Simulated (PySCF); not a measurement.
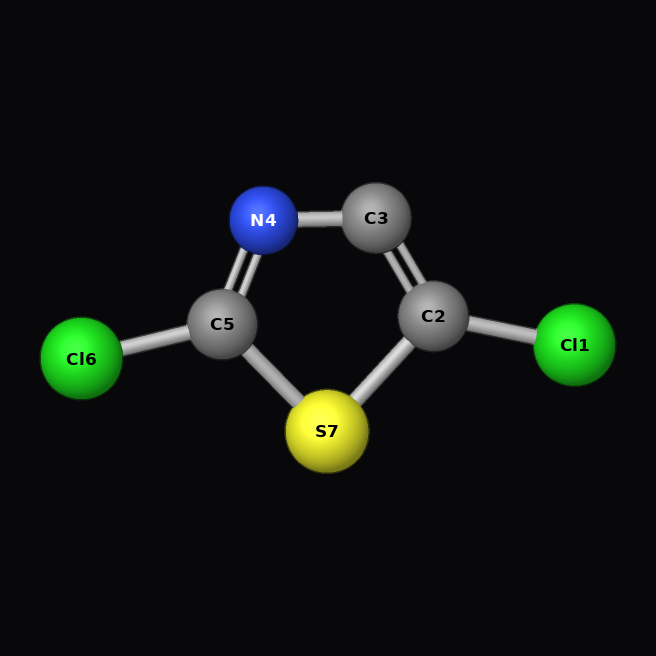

The questions are on Mulliken spin populations. State: neutral, doublet. The geometry was computed by an optimisation with GFN2-xTB. No frequency run is at hand to confirm it as a minimum. Properties computed with UKS B3LYP, pcH-1 on C Cl N S, non-relativistic (PySCF 2.14.0).

List the Mulliken spin populations.

| atom | value (e) |
| --- | --- |
| Cl1 | −0.01 |
| C2 | −0.09 |
| C3 | 0.91 |
| N4 | 0.05 |
| C5 | 0.04 |
| Cl6 | 0.00 |
| S7 | 0.09 |

Mulliken values depend strongly on the basis set.
